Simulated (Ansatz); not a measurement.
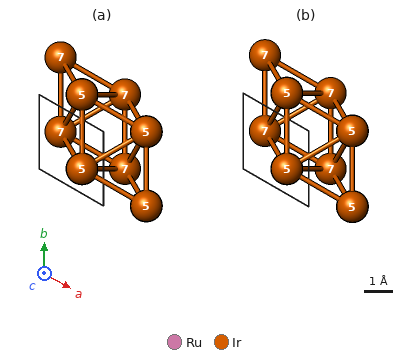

The structure of crystalline Ir$_{3}$Ru$_{2}$ (a generated structure, set up in P-6m2) (coarse preliminary run) before (left) and after (right) a relaxation, at one scale.

The picture is a ball-and-stick view of the cell of the calculation, repeated 2 × 2 × 1 with one cell outlined, seen along the c axis.

Theory: DFT PBE, scalar-relativistic, plane waves, PAW (Ansatz).

Input file:
```yaml
crystal:
  lattice:
    - [2.70371646, 0.0, 0.0]
    - [-1.35185823, 2.34148714, 0.0]
    - [0.0, 0.0, 21.92140453]
  atoms:
    - { symbol: Ru, position: [0.66666667, 0.33333333, 0.8] }
    - { symbol: Ru, position: [0.66666667, 0.33333333, 0.2] }
    - { symbol: Ru, position: [0.66666667, 0.33333333, 0.4] }
    - { symbol: Ru, position: [0.66666667, 0.33333333, 0.6] }
    - { symbol: Ir, position: [0.66666667, 0.33333333, 0.0] }
    - { symbol: Ir, position: [0.33333333, 0.66666667, 0.7] }
    - { symbol: Ir, position: [0.33333333, 0.66666667, 0.9] }
    - { symbol: Ir, position: [0.33333333, 0.66666667, 0.1] }
    - { symbol: Ir, position: [0.33333333, 0.66666667, 0.3] }
    - { symbol: Ir, position: [0.33333333, 0.66666667, 0.5] }
basis:
  ecutwfc: 420
kpoints:
  mp_grid: { grid: [6, 6, 1] }
hamiltonian:
  xc: pbe
scf:
  occupations: { method: gaussian, width: 0.1 }
  lower_state_search: "off"
output:
  forces: true
  stress: true
  eigenvalues: true
relax:
  adjacent_minimum: "off"
  f_tol: 0.04
  max_steps: 70
  cell: { stress_tol: 0.4 }
```

Run as
```bash
ansatz run input.yaml --threads 4 --pin off --max-ram 8192MiB --backend cpu --events-out ev --progress --plain --runs-dir out
```

**What changed between the two?**

The energy falls by 0.247 eV per cell of the calculation in 3 accepted moves (5 points after the start). The largest force component goes from 0.71 to 0.0091 eV/Å. Pressure: 9.76 GPa at the start and 0.00 GPa at the end. The line search rejected the trial step at point 1 of the run. The SCF was repeated once at an unchanged geometry on a basis and grid sized afresh for the cell, which shifted the energy by 1.4 meV per cell of the calculation at most. The largest moves relative to the cell, 0.060 Å, are those of Ir7 and Ir8. Ir8 goes along +c. Largest moves by element: Ir 0.060 Å, Ru 0.019 Å. Cell: a = b 2.704 → 2.756 Å (+1.9 %), c 21.921 → 21.695 Å (−1.0 %). Volume +2.8 %. Among the contacts that change: Ru1–Ru1 2.704 → 2.756 Å, Ir10–Ir10 2.704 → 2.756 Å, Ir5–Ir7 2.691 → 2.739 Å, Ru1–Ir7 2.691 → 2.658 Å. The space group stays P-6m2 (No. 187).

Limits of the set-up: the k-point mesh is coarse for a cell with partly filled bands.
